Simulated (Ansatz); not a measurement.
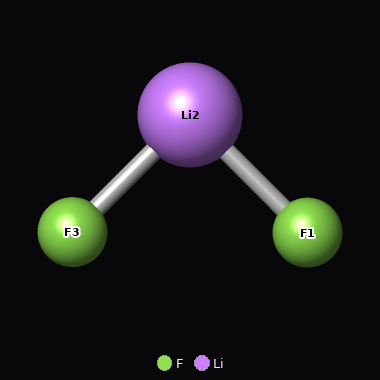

The system is F⁻ + LiF; the picture shows the reference structure. 
- Coordinates scanned: (1) distance F1–Li2; (2) distance Li2–F3.
- Nothing is relaxed (the angle F1–Li2–F3 is fixed at 90 degrees).
- Grid: 11 × 11 points; 66 points were computed and 55 follow by symmetry.
- All energies are given in kJ/mol relative to the lowest grid point.
- Level of theory: RHF-CCSD(T), frozen core/def2-TZVPD (Ansatz 0.2.0).

Its coordinates:

| atom | x (Å) | y (Å) | z (Å) |
| --- | --- | --- | --- |
| F | -1.7510 | 0.0000 | 0.0000 |
| Li | 0.0000 | 0.0000 | 0.0000 |
| F | 0.0000 | 1.7510 | 0.0000 |

Range: distance F1–Li2 from 1.504 to 3.504 Å; distance Li2–F3 from 1.504 to 3.504 Å.

### What landscape does the calculation give?

The lowest grid point is at distance F1–Li2 = 1.751 Å, distance Li2–F3 = 1.751 Å. It is the only kind of minimum in the scanned range. The highest grid point, distance F1–Li2 = 3.504 Å, distance Li2–F3 = 3.504 Å, lies 368 kJ/mol above the lowest.

```csv
"distance Li2–F3 ↓, distance F1–Li2 →",1.504,1.604,1.751,1.922,2.112,2.316,2.534,2.762,3.000,3.248,3.504
3.504,109,101,111,139,175,215,253,288,319,345,368
3.248,101,93,102,128,163,201,237,271,300,324,345
3.000,92,82,90,114,148,183,218,249,277,300,319
2.762,80,69,75,98,129,163,195,224,249,271,288
2.534,67,55,58,78,107,138,168,195,218,237,253
2.316,52,38,39,57,83,111,138,163,183,201,215
2.112,39,23,21,35,57,83,107,129,148,163,175
1.922,30,11,6,16,35,57,78,98,114,128,139
1.751,33,10,0,6,21,39,58,75,90,102,111
1.604,52,26,10,11,23,38,55,69,82,93,101
1.504,83,52,33,30,39,52,67,80,92,101,109
```

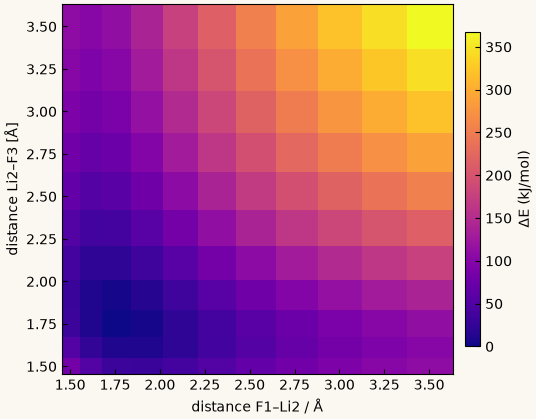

In the figure: one coloured cell a grid point.

Each point was launched as `ansatz run input.yaml --threads 1 --pin off --max-ram 2560MiB --backend cpu --events-out ev --progress --plain --runs-dir out`. Time for the 66 points that were run: 27 min on 1 thread of Arm Neoverse V2 (shared host).
